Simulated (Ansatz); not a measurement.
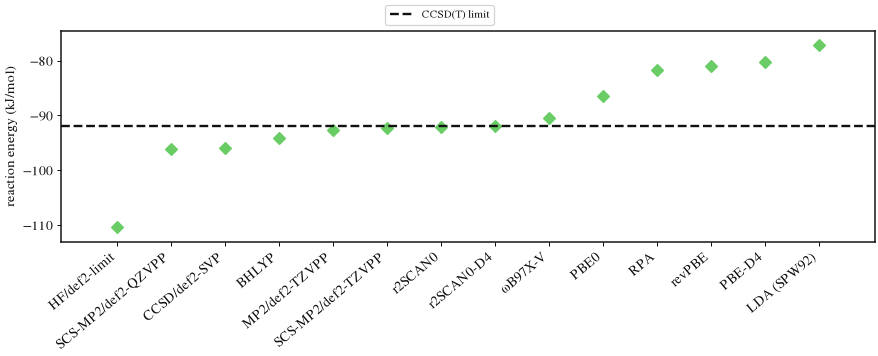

Electronic reaction energy of InGeH₄Cl ([Cl][InH][GeH3]) + HI (I) → InHICl ([Cl][InH][I]) + GeH₄ ([GeH4]) (SMILES in brackets) at several levels (functionals in def2-TZVPP unless a basis is named), isolated molecules at PBE0-D4 triple-zeta geometries, minima by their frequencies, no zero-point or thermal terms, the Ansatz code. The line is frozen-core CCSD(T) at the basis limit (MP2 extrapolated from triple and quadruple zeta, plus CCSD(T) less MP2 in a smaller set). RPA holds a correlation term that converges slowly with the basis, so part of the distance to the limit is basis error. No dispersion term is added to BHLYP, r2SCAN0, PBE0 and revPBE. The distance of SCS-MP2/def2-QZVPP, CCSD/def2-SVP, MP2/def2-TZVPP and SCS-MP2/def2-TZVPP to the limit includes basis error. Core potentials past Kr. The limit lies 5.8 kJ/mol from CCSD(T)/def2-TZVPP, so the line itself is uncertain by a part of that.

Which level comes closest to the line (CCSD(T) limit), and which misses most?

Answer. Closest r2SCAN0-D4 (−92.0 kJ/mol) and r2SCAN0 (−92.1 kJ/mol), against −92.0 kJ/mol; farthest HF/def2-limit (−110.4 kJ/mol).

What do zero-point energy and temperature add?

Answer. Zero-point change 5.1 kJ/mol; at 298.15 K and 1 bar the CCSD(T) limit plus thermal terms gives an enthalpy of reaction of −89.3 and a free energy of −83.0 kJ/mol (harmonic PBE0-D4 modes, ideal gas).

Note: no scalar relativity up to krypton; outer-core shells are correlated without core-valence functions, which makes the correlated values less sure; spin-orbit coupling is left out, and with In and I it can shift these values.
